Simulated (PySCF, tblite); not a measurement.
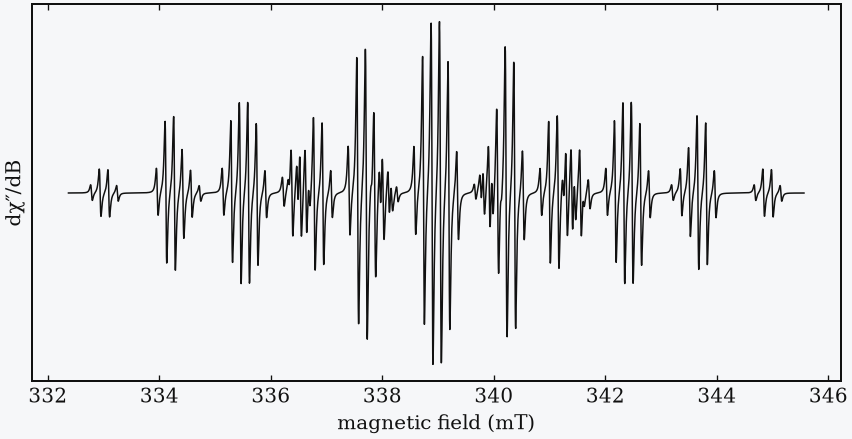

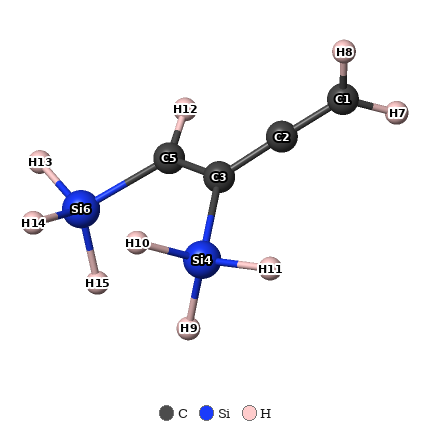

First-order isotropic EPR spectrum (fast tumbling, first derivative) of C₄H₉Si₂, SMILES C=[C]/C([SiH3])=C/[SiH3], doublet at 9.50 GHz, Lorentzian lines of 0.05 mT full width at half height, from computed g and hyperfine couplings (B3LYP/pcH-1, PySCF, at a GFN2-xTB geometry (a minimum by its frequencies), gas phase); values of one conformer, averaged over methyl-type rotors alone; other conformers aren't averaged in; no vibrational averaging; dilute isotopes left out. The SMILES is one Lewis form and needn't show where the spin sits.

Question: Which couplings does the calculation give? The spectrum shows the sizes of those above the line width, not their signs.

Answer:
| nuclei | isotope | a (mT) | a (MHz) |
| --- | --- | --- | --- |
| H7, H8 | ¹H | 3.44 | 96.5 |
| H12 | ¹H | −1.48 | −41.5 |
| H13, H14, H15 | ¹H | 1.18 | 33.0 |
| H9, H10, H11 | ¹H | −0.15 | −4.3 |

Question: What is the g value, and how wide is the spectrum?

Answer: g_iso = 2.0024, which centres the spectrum at 339.0 mT; it spans 12.4 mT.

Caveats: the tight-binding geometry is rougher than a DFT one and adds to the error.
